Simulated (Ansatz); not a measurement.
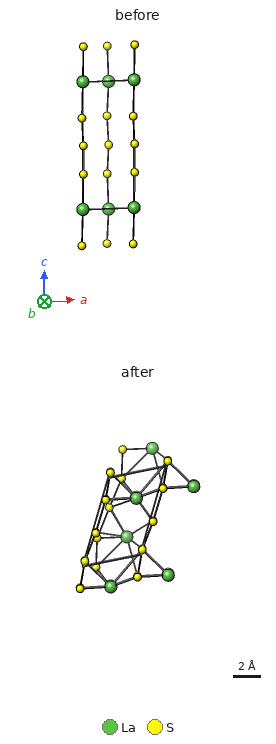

The structure of crystalline LaS3 (a generated structure, set up in P1) (coarse preliminary run) before (top) and after (bottom) a relaxation, at one scale.

The picture is a ball-and-stick view of the cell of the calculation, seen along the b axis.

Theory: DFT PBE, scalar-relativistic, plane waves, PAW in Ansatz.

Input file:
```yaml
crystal:
  lattice:
    - [1.9533221884, -3.3236964612, -0.073651305]
    - [-5.9668521411, -3.3854068773, -0.0432258669]
    - [0.0378917883, -0.1899534616, -9.5952478739]
  atoms:
    - { symbol: La, position: [0.5078752641, 0.508244251, 0.9974240593] }
    - { symbol: La, position: [1.0057783209, 0.9984996541, 1.0023079808] }
    - { symbol: S, position: [0.4814467914, 0.4859717183, 0.2751923071] }
    - { symbol: S, position: [0.0162165671, 1.0013619496, 0.2777166819] }
    - { symbol: S, position: [0.9869794106, 0.9994304016, 0.7173187006] }
    - { symbol: S, position: [0.4766916359, 0.5105558882, 0.7286649719] }
    - { symbol: S, position: [0.0157945143, 0.9915989077, 0.5006704467] }
    - { symbol: S, position: [0.5092174957, 0.5043372296, 0.5007048518] }
basis:
  ecutwfc: 420
kpoints:
  mp_grid: { grid: [6, 4, 2] }
hamiltonian:
  xc: pbe
scf:
  occupations: { method: gaussian, width: 0.2 }
  lower_state_search: "off"
output:
  forces: true
  stress: true
  eigenvalues: true
relax:
  adjacent_minimum: "off"
  f_tol: 0.025
  max_steps: 60
  cell: { stress_tol: 0.25 }
```

Launched with:
```bash
ansatz run input.yaml --threads 1 --pin off --max-ram 2560MiB --backend cpu --events-out ev --progress --plain --runs-dir out
```

**Summarise the run.**

The run was cut off at its time limit before the relaxation converged, so the last structure is only a point on the way. The atom that moves furthest relative to the cell is La2 (2.83 Å roughly along [3 1 −2]). By element the largest moves are La 2.83 Å, S 1.59 Å. The drawn cell changes as follows: a 3.856 → 4.402 Å (+14.2 %), b 6.860 → 7.450 Å (+8.6 %), c 9.597 → 6.932 Å (−27.8 %), α 89.3° → 87.4°, β 87.8° → 62.6°, γ 90.9° → 90.7°; the volume changes by −20.6 %. Near-neighbour distances that change, for instance: La2–S3 9.384 → 3.062 Å, La2–S8 8.103 → 3.008 Å, La1–S5 7.928 → 3.769 Å, La1–S7 6.252 → 2.973 Å. New bonds form: La1–S3 (4.69 → 2.93 Å), La1–S4 (4.79 → 2.86 Å), La1–S5 (4.60 → 3.45 Å), La1–S6 (4.46 → 2.89 Å). Bond angles that change, for instance: La1–S3–S8 171.8° → 68.2°, La2–S5–S7 175.1° → 105.2°, La2–S4–S7 177.6° → 116.9°. The space group stays P1 (No. 1). The energy falls by 1363 meV per atom in 37 accepted moves (39 points after the start). Largest force component: 0.69 eV/Å at the start, 0.049 eV/Å at the end. Pressure: −0.51 GPa at the start and 0.06 GPa at the end. The line search rejected the trial steps at points 35, 37 of the run. Cost: 9.7 min on 1 thread of Intel(R) Xeon(R) 6975P-C (Granite Rapids), on a shared host, peak memory 0.6 GiB.

Limits of the set-up: layers or molecules are held without a dispersion correction, so their spacing is unreliable.
